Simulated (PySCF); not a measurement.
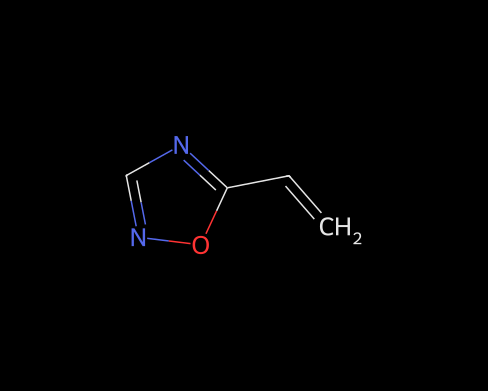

Skeletal drawing of a molecule.

Transcribe the drawing into SMILES.

C=Cc1ncno1

What is the molecular formula?

C4H4N2O.

An optimisation with GFN2-xTB gave a structure of which point group?

Cs. Other conformers may differ.

More results for the same structure follow; atom numbers are the same in all pictures, views and colours differ. The computed structure is the end point of a GFN2-xTB optimisation. No frequency run is at hand to confirm it as a minimum.

## Geometry

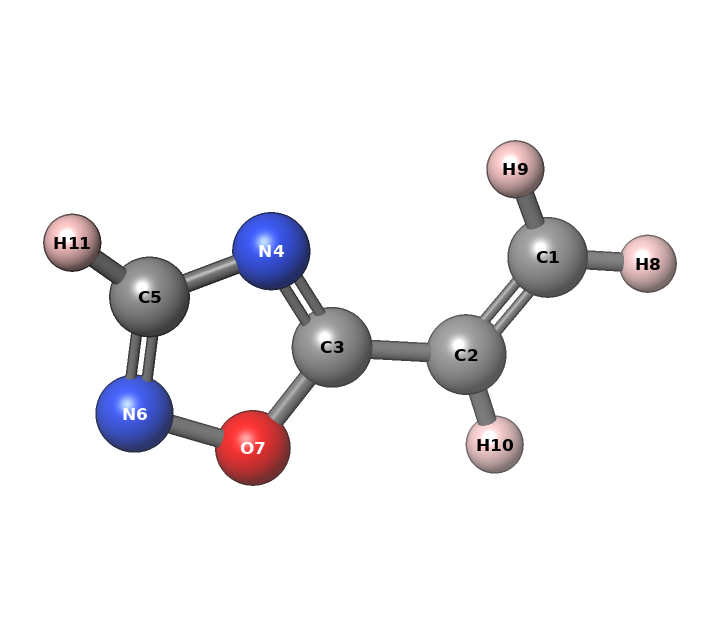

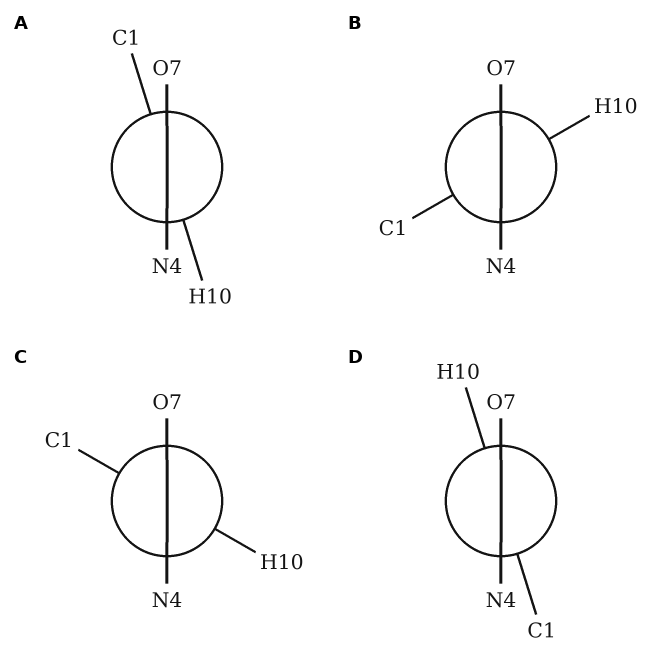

Atoms fade into the background with distance from the viewer. Bonds that would overlap in a projection are set slightly apart. No frequency run is at hand to confirm it as a minimum.

Which Newman projection shows the view along C3–C2, with C3 in front?

D. The torsion angle O7–C3–C2–C1 is 180°, antiperiplanar (anti).

## Electronic properties

No frequency run is at hand to confirm it as a minimum. Level of theory: PBE0/def2-SVPD, gas phase (PySCF 2.14.0). Excitations: vertical, linear response.

Estimate the dipole moment.

2.23 D.

Estimate the lowest vertical singlet excitation.

5.27 eV.

Estimate the HOMO energy (Kohn–Sham orbital).

−7.75 eV.

Estimate the brightest of the 6 lowest singlets.

5.42 eV.

## Charges

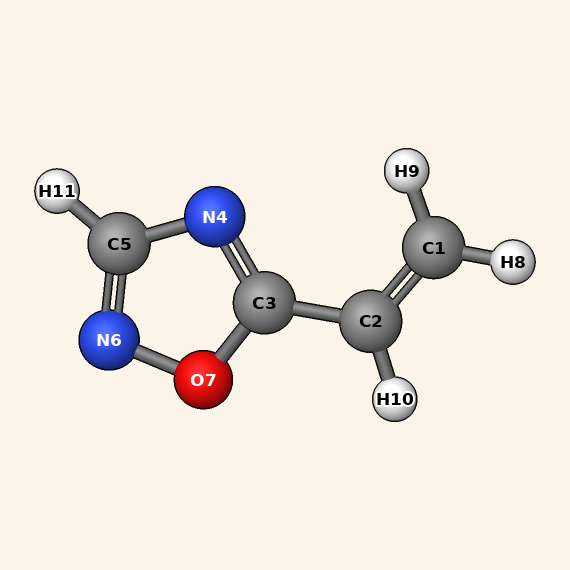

The questions are on Hirshfeld charges. No frequency run is at hand to confirm it as a minimum. Properties computed with PBE0/pcSseg-1, gas phase (PySCF 2.14.0).

Give the Hirshfeld charges atom by atom.

```json
{"atom": "C1", "value (e)": "−0.06"}
{"atom": "C2", "value (e)": "−0.05"}
{"atom": "C3", "value (e)": "0.14"}
{"atom": "N4", "value (e)": "−0.20"}
{"atom": "C5", "value (e)": "0.05"}
{"atom": "N6", "value (e)": "−0.12"}
{"atom": "O7", "value (e)": "−0.02"}
{"atom": "H8", "value (e)": "0.06"}
{"atom": "H9", "value (e)": "0.06"}
{"atom": "H10", "value (e)": "0.06"}
{"atom": "H11", "value (e)": "0.08"}
```

## NMR shielding

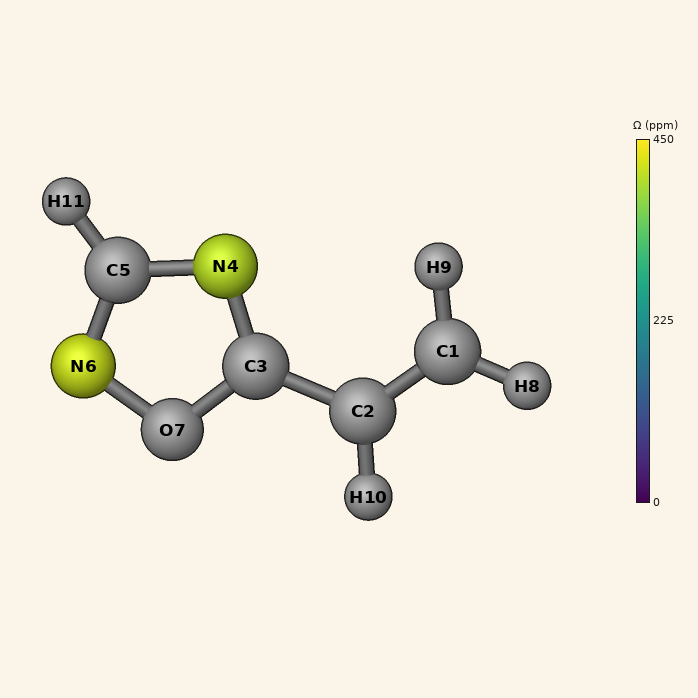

The N atoms are coloured by the span of their shielding tensor. No frequency run is at hand to confirm it as a minimum. Level of theory: GIAO PBE0/pcSseg-1 NMR shielding, non-relativistic, gas phase (PySCF 2.14.0). Principal shieldings σ11 ≤ σ22 ≤ σ33, span Ω = σ33 − σ11, skew κ = 3(σiso − σ22)/Ω.

Give the shielding tensors of the N atoms.

| atom | σ11 | σ22 | σ33 | σiso | Ω | κ |
| --- | --- | --- | --- | --- | --- | --- |
| N4 | −178.6 | −60.5 | 224.4 | −4.9 | 403.0 | 0.41 |
| N6 | −350.0 | −114.5 | 63.8 | −133.6 | 413.7 | −0.14 |

Shieldings and span in ppm.

## Polarisability

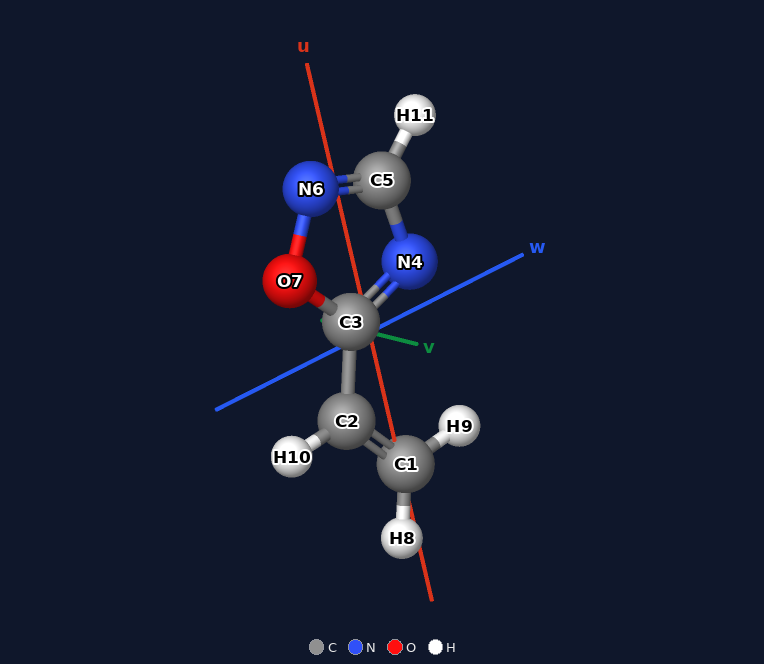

The lines u, v and w are the principal axes of the static dipole polarisability. No frequency run is at hand to confirm it as a minimum. Method: PBE0/def2-SVPD (PySCF 2.14.0).

Along which axis is the molecule most polarisable, and along which least?

Most along u (in the molecular plane, nearly parallel to the N4–C5 bond), least along v (normal to the molecular plane).

Give the three principal values.

u 94.6, v 38.1, w 58.8 bohr³; mean 63.8, anisotropy 49.5 bohr³.
